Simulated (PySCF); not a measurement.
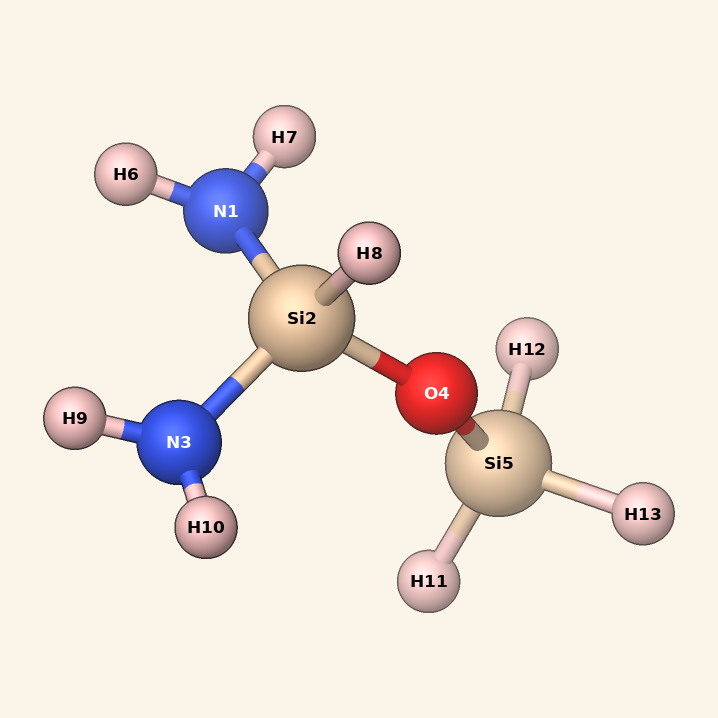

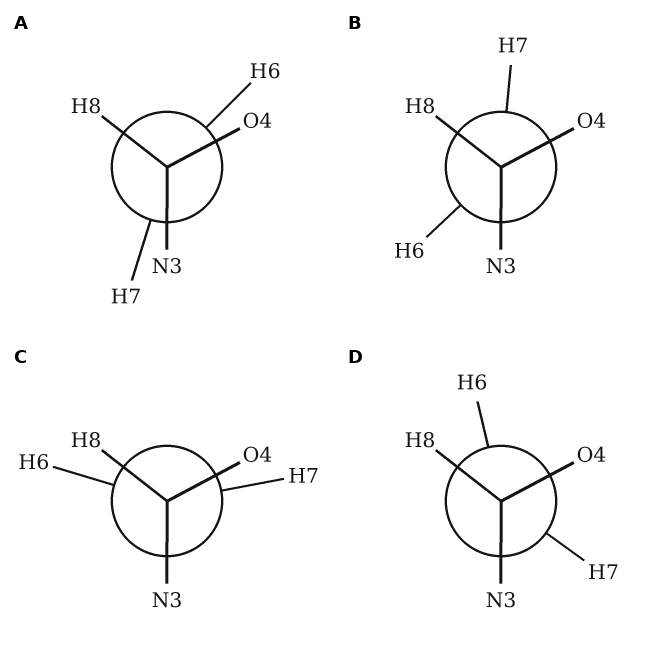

Distant atoms are faded towards the background colour. Bonds that would overlap in a projection are set slightly apart. Geometry: a frame of a GFN2-xTB molecular-dynamics simulation, not a minimum.

Which Newman projection shows the view along Si2–N1, with Si2 in front?

B. The torsion angle O4–Si2–N1–H6 is 165°, antiperiplanar (anti).
